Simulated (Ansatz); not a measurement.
# C₂H₈Al₂Br₂: basis-set convergence

How large a basis does C₂H₈Al₂Br₂ need? Two functionals are run in growing sets.

Computed with Ansatz 0.2.0, Gaussian basis. Level: one geometry, several basis sets.

Plan: PBE0-D4/def2-SVP; ωB97M-V/def2-SVP; PBE0-D4/def2-QZVPP; ωB97M-V/def2-QZVPP; the functionals' def2-TZVPP values are taken from earlier runs.

## (1) The geometry

The geometry comes from an earlier relaxation with PBE0-D4 in a triple-zeta def2 set; it is a stationary point, not always the lowest conformer.

SMILES `[CH3][Al@H-]1[Br+][Al@@H-]([CH3])[Br+]1`, 14 atoms, charge 0, spin multiplicity 1.

Atoms are counted from 1 here; the program's logs count them from 0.

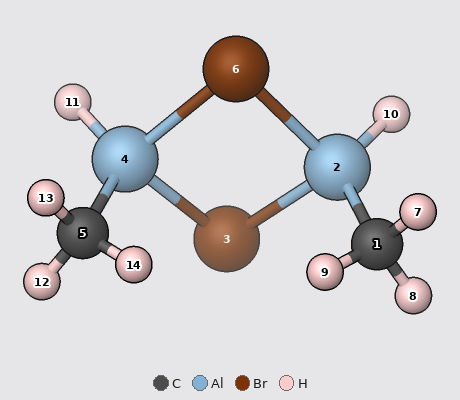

The geometry (carbon dark grey, aluminium light blue, bromine brown, hydrogen pink); atoms are numbered from 1 in the order of the file.

As a file:

```xyz
14
charge 0, multiplicity 1
C     1.5767    0.3496    1.8943
Al   -0.3197    0.7463    1.7759
Br   -0.7209    2.0117   -0.3097
Al   -1.4769   -0.1371   -1.2701
C    -0.0280   -0.8750   -2.3302
Br   -1.4836   -1.2641    0.9304
H     1.7789   -0.3544    2.7072
H     2.1541    1.2574    2.0942
H     1.9574   -0.0908    0.9692
H    -1.2459    1.3809    2.8827
H    -2.9839    0.0539   -1.6919
H     0.1294   -0.2871   -3.2396
H    -0.2512   -1.9015   -2.6369
H     0.9136   -0.8899   -1.7756
```

## (2) PBE0-D4 in def2-SVP

in.yaml reads:

```yaml
crystal:
  periodic: [false, false, false]
  atoms:
    - {symbol: C, position_ang: [1.576712, 0.349628, 1.894259]}
    - {symbol: Al, position_ang: [-0.319658, 0.746341, 1.775933]}
    - {symbol: Br, position_ang: [-0.720860, 2.011729, -0.309662]}
    - {symbol: Al, position_ang: [-1.476893, -0.137128, -1.270089]}
    - {symbol: C, position_ang: [-0.028026, -0.875002, -2.330242]}
    - {symbol: Br, position_ang: [-1.483638, -1.264127, 0.930358]}
    - {symbol: H, position_ang: [1.778927, -0.354393, 2.707246]}
    - {symbol: H, position_ang: [2.154105, 1.257433, 2.094197]}
    - {symbol: H, position_ang: [1.957394, -0.090799, 0.969219]}
    - {symbol: H, position_ang: [-1.245909, 1.380888, 2.882723]}
    - {symbol: H, position_ang: [-2.983936, 0.053856, -1.691892]}
    - {symbol: H, position_ang: [0.129363, -0.287076, -3.239634]}
    - {symbol: H, position_ang: [-0.251236, -1.901484, -2.636854]}
    - {symbol: H, position_ang: [0.913614, -0.889856, -1.775563]}
basis:
  gaussian: {orbitals: def2-SVP}
hamiltonian: {xc: pbe0, dispersion: d4}
output: {orbitals: {seedname: orbitals}}
```

Run with:

```console
$ ansatz run in.yaml --threads 4 --pin off --events-out ev --progress --plain --max-ram 11315MiB
```

What it wrote:

```text
Functional definition: PBE0
  name "PBE0"
  cite "Adamo & Barone, J. Chem. Phys. 110, 6158 (1999) doi:10.1063/1.478522"
  cite "Perdew, Burke & Ernzerhof, Phys. Rev. Lett. 77, 3865 (1996) doi:10.1103/PhysRevLett.77.3865"
  parent pbe
  parameter a = 0.25
  parameter kappa = 0.804
  parameter beta = 0.06672455060314922
  exchange = (1 - a)*pbe_x(kappa = kappa, mu = beta*pi^2/3) + a*exact_x
  correlation = pbe_c(beta = beta)
1632 factors; integrals over basis functions are off by at most 1.1e-3 eV
mean field evaluation 1: about -155438.2464 eV, gradient 6.2e1 eV
mean field evaluation 2: about -155433.5129 eV, gradient 7.1e1 eV
mean field evaluation 4: about -155447.8714 eV, gradient 1.9e0 eV
mean field evaluation 8: about -155448.0116 eV, gradient 1.5e-1 eV
mean field evaluation 16: about -155448.0117 eV, gradient 4.5e-5 eV
mean field -155448.01171488 eV, -5712.6090640751 hartree, gradient 4.5e-5 eV, S^2 0.000000; 0 other end points of the search recorded, 0 dependent functions left out
reference -155448.01175131 eV, -5712.6090654139 hartree; 58, 58 occupied and 110, 110 virtual orbitals, 1632 factors
Total energy: -155448.38502163 eV, -5712.6227828451 hartree
```

Wall time 3.6 s (4 threads of Arm Neoverse V1, shared host); peak memory 0.57 GiB.

## (3) ωB97M-V in def2-SVP

in.yaml: that of step 2 with these lines changed.

```diff
@@ -19,3 +19,3 @@
   gaussian: {orbitals: def2-SVP}
-hamiltonian: {xc: pbe0, dispersion: d4}
+hamiltonian: {xc: {name: wB97M-V}}
 output: {orbitals: {seedname: orbitals}}
```

The command is unchanged.

What it wrote (excerpt; [...] marks lines left out):

```text
Functional definition: wB97M-V
  name "wB97M-V"
  cite "Mardirossian & Head-Gordon, J. Chem. Phys. 144, 214110 (2016) doi:10.1063/1.4952647"
  cite "Becke, J. Chem. Phys. 107, 8554 (1997) doi:10.1063/1.475007"
  cite "Vydrov & Van Voorhis, J. Chem. Phys. 133, 244103 (2010) doi:10.1063/1.3521275"
  # Of w^i u^j: cxij and so on, Table III.
[...]
  gx(w, u) = 1 - cx + cx01*u + cx10*w
  gss(w, u) = css00 + css04*u^4 + css10*w + css20*w^2 + css43*w^4*u^3
  gos(w, u) = cos00 + cos10*w + (cos20 + cos21*u)*w^2 + (cos60 + cos61*u)*w^6
[...]
      + integral(e_c_pw_mod_opposite_spin*gos(b97_w_opposite, b97_u_opposite)) + vv10(b, c)
1632 factors; integrals over basis functions are off by at most 1.1e-3 eV
443 factors; integrals over basis functions are off by at most 7.4e-6 eV
[...]
mean field -155463.05227138 eV, -5713.1617943318 hartree, gradient 1.9e-5 eV, S^2 0.000000; 0 other end points of the search recorded, 0 dependent functions left out
reference -155463.05232888 eV, -5713.1617964446 hartree; 58, 58 occupied and 110, 110 virtual orbitals, 1632 factors
Total energy: -155463.05232888 eV, -5713.1617964446 hartree
```

It took 15 s on 4 threads of Arm Neoverse V1, shared host; peak memory 0.83 GiB.

## (4) PBE0-D4 in def2-QZVPP

in.yaml: that of step 3 with these lines changed.

```diff
@@ -18,4 +18,4 @@
 basis:
-  gaussian: {orbitals: def2-SVP}
-hamiltonian: {xc: {name: wB97M-V}}
+  gaussian: {orbitals: "def2-QZVPP.json"}
+hamiltonian: {xc: pbe0, dispersion: d4}
 output: {orbitals: {seedname: orbitals}}
```

Same command.

What it wrote:

```text
Functional definition: PBE0
  name "PBE0"
  cite "Adamo & Barone, J. Chem. Phys. 110, 6158 (1999) doi:10.1063/1.478522"
  cite "Perdew, Burke & Ernzerhof, Phys. Rev. Lett. 77, 3865 (1996) doi:10.1103/PhysRevLett.77.3865"
  parent pbe
  parameter a = 0.25
  parameter kappa = 0.804
  parameter beta = 0.06672455060314922
  exchange = (1 - a)*pbe_x(kappa = kappa, mu = beta*pi^2/3) + a*exact_x
  correlation = pbe_c(beta = beta)
2766 factors; their error is unknown
mean field evaluation 1: about -155461.4811 eV, gradient 7.8e1 eV
mean field evaluation 2: about -155453.1833 eV, gradient 8.8e1 eV
mean field evaluation 4: about -155475.0778 eV, gradient 4.2e0 eV
mean field evaluation 8: about -155475.0993 eV, gradient 7.8e-2 eV
mean field evaluation 16: about -155475.4659 eV, gradient 2.1e-5 eV
mean field -155475.46586752 eV, -5713.6179855755 hartree, gradient 2.1e-5 eV, S^2 0.000000; 0 other end points of the search recorded, 0 dependent functions left out
reference -155475.46591772 eV, -5713.6179874205 hartree; 58, 58 occupied and 614, 614 virtual orbitals, 2766 factors
Total energy: -155475.83918804 eV, -5713.6317048517 hartree
```

It took 45 s on 4 threads of Arm Neoverse V1, shared host; peak memory 4.6 GiB.

## (5) ωB97M-V in def2-QZVPP

in.yaml: that of step 4 with these lines changed.

```diff
@@ -19,3 +19,3 @@
   gaussian: {orbitals: "def2-QZVPP.json"}
-hamiltonian: {xc: pbe0, dispersion: d4}
+hamiltonian: {xc: {name: wB97M-V}}
 output: {orbitals: {seedname: orbitals}}
```

The command is unchanged.

What it wrote (excerpt; [...] marks lines left out):

```text
Functional definition: wB97M-V
  name "wB97M-V"
  cite "Mardirossian & Head-Gordon, J. Chem. Phys. 144, 214110 (2016) doi:10.1063/1.4952647"
  cite "Becke, J. Chem. Phys. 107, 8554 (1997) doi:10.1063/1.475007"
  cite "Vydrov & Van Voorhis, J. Chem. Phys. 133, 244103 (2010) doi:10.1063/1.3521275"
  # Of w^i u^j: cxij and so on, Table III.
[...]
  gx(w, u) = 1 - cx + cx01*u + cx10*w
  gss(w, u) = css00 + css04*u^4 + css10*w + css20*w^2 + css43*w^4*u^3
  gos(w, u) = cos00 + cos10*w + (cos20 + cos21*u)*w^2 + (cos60 + cos61*u)*w^6
[...]
      + integral(e_c_pw_mod_opposite_spin*gos(b97_w_opposite, b97_u_opposite)) + vv10(b, c)
2618 factors; their error is unknown
567 factors; integrals over basis functions are off by at most 8.8e-6 eV
[...]
mean field -155490.44028410 eV, -5714.1682852348 hartree, gradient 1.1e-5 eV, S^2 0.000000; 0 other end points of the search recorded, 0 dependent functions left out
reference -155490.44036604 eV, -5714.1682882461 hartree; 58, 58 occupied and 614, 614 virtual orbitals, 2618 factors
Total energy: -155490.44036604 eV, -5714.1682882461 hartree
```

Wall time 83 s (4 threads of Arm Neoverse V1, shared host); peak memory 5.3 GiB.

## (6) Density functionals: the series

The def2-TZVPP values come from earlier runs at the same geometry.

```
functional       basis  functions   energy (eV)  from the largest (eV)  HOMO (eV)  LUMO (eV)
   PBE0-D4    def2-SVP        168  -155448.3850                 27.454      -7.89      -0.36
   PBE0-D4  def2-TZVPP        354  -155472.4395                  3.400      -7.89      -0.43
   PBE0-D4  def2-QZVPP        672  -155475.8392                  0.000      -7.90      -0.53
   ωB97M-V    def2-SVP        168  -155463.0523                 27.388     -10.04       1.32
   ωB97M-V  def2-TZVPP        354  -155487.1634                  3.277     -10.08       1.18
   ωB97M-V  def2-QZVPP        672  -155490.4404                  0.000     -10.08       0.82
```

## (7) What came out

```
                                       quantity           value
PBE0-D4: double and triple zeta above quadruple  27.45, 3.40 eV
ωB97M-V: double and triple zeta above quadruple  27.39, 3.28 eV
```

What this shows: PBE0-D4 gains 24.05 eV from double to triple zeta, then 3.40 eV more. These are total energies; as a rule much of such shifts cancels in differences, which this series doesn't test. The LUMO of ωB97M-V is positive and keeps falling with the basis (1.32 to 0.82 eV): an unbound level that the basis holds in place.

For PBE0-D4 the largest set took about 13 times as long as the smallest (45 s against 3.6 s).
